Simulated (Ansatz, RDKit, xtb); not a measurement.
# C4H6BBrSi: ranking a sample of isomers

Which of a sample of isomers of C4H6BBrSi is the most stable in the gas at 298.15 K, and what are its properties? The sample is small against all isomers, and the most stable one of this formula need not be in it.

The funnel: GFN2-xTB relaxations, single points with a density functional, relaxations at r2SCAN-D4/def2-SVP, harmonic vibrations (at GFN2-xTB), and a last energy at a higher level. All values are calculated.

## (1) Candidates

Isomers were taken from a list of plausible structures; this is a sample, not all of them. That gives 11 candidates.

| label | SMILES | spin |
| --- | --- | --- |
| c058 | BC1=CC=C(Br)[SiH2]1 | singlet |
| c109 | BC1=C(Br)[SiH2]C=C1 | singlet |
| c126 | BC1=CC(Br)=C[SiH2]1 | singlet |
| c213 | B[Si]1(Br)C=CC=C1 | singlet |
| c283 | BC1=C[SiH2]C(Br)=C1 | singlet |
| c330 | BC1=CC=C[Si@@H]1Br | singlet |
| c426 | B[Si@@H]1C=CC(Br)=C1 | singlet |
| c530 | B[Si@@H]1C=CC=C1Br | singlet |
| c587 | BC1=C[Si@@H](Br)C=C1 | singlet |
| c856 | BC1=C(Br)C=C[SiH2]1 | singlet |
| c940 | BC1=C[SiH2]C=C1Br | singlet |

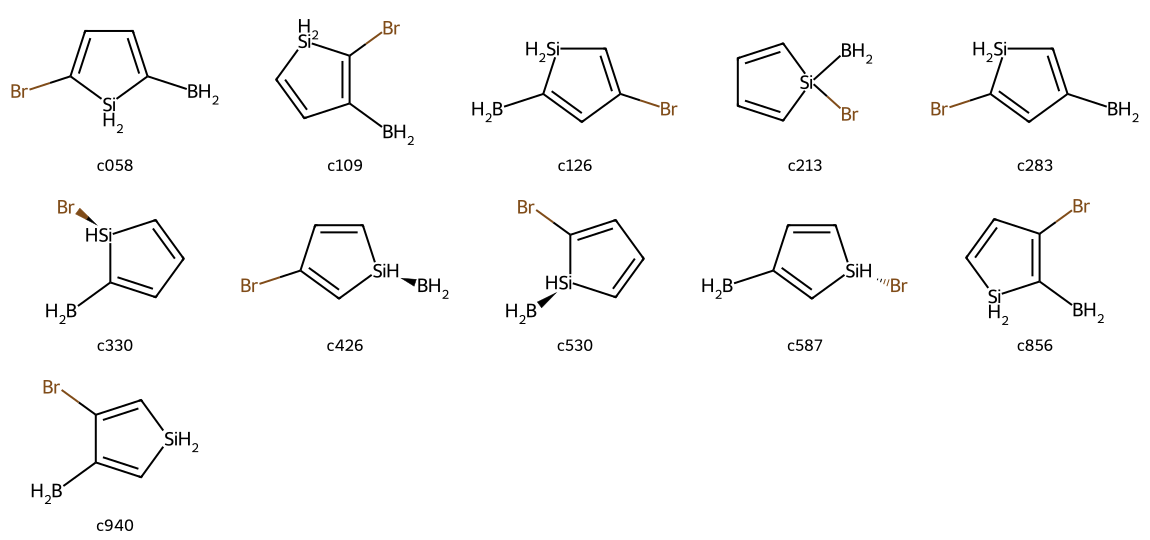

Structural formulas of the candidates.

Candidates are built by distance geometry, with a force field where one applies, in up to four conformers (letters a to d).

**Question.** With final energies at CCSD(T)/def2-SVP + MP2/def2-TZVPP - MP2/def2-SVP, which structure will this search put lowest in free energy, and by what margin?

| quantity | value |
| --- | --- |
| lowest structure found | BC1=CC=C[Si@@H]1Br, singlet |
| next finalist | BC1=C[Si@@H](Br)C=C1, singlet, 3.8 kcal/mol higher in G |
| share at equilibrium, among the finalists | 99.8 % |

`BC1=CC=C[Si@@H]1Br` comes out lowest. The margin of 3.8 kcal/mol over the next finalist is beyond the usual error of the last level; it says nothing of structures that weren't ranked. GFN2-xTB, HF/STO-3G, r2SCAN-D4/def2-SVP, r2SCAN-D4/def2-SVP, relaxed, HF/def2-SVP and MP2/def2-SVP already put its bonding pattern lowest among the structures in one piece. Lowest found is not proven lowest: the search is finite, and each finalist counts with one conformer. Only 11 drawn patterns were tried, so whole families of isomers are missing, and the result ranks this sample alone.
